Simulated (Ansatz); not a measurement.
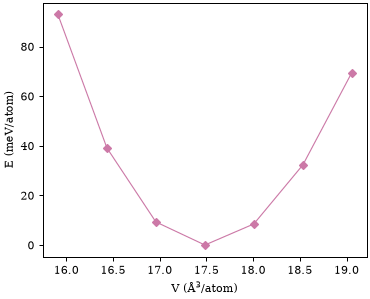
Figure: Nb (bcc (W type), Im-3m) under volume change, the program Ansatz at the PBEsol level (PAW), scaled uniformly.

Problem. What does a third-order Birch–Murnaghan fit give for V₀, B₀ and B′?

Solution. V₀ = 17.48 Å³/atom, B₀ = 181 GPa, B′ = 3.8.

Symmetry was held in the PBEsol relaxation. The run is not spin-polarised.

Potentials: the later of the program's two PAW sets.
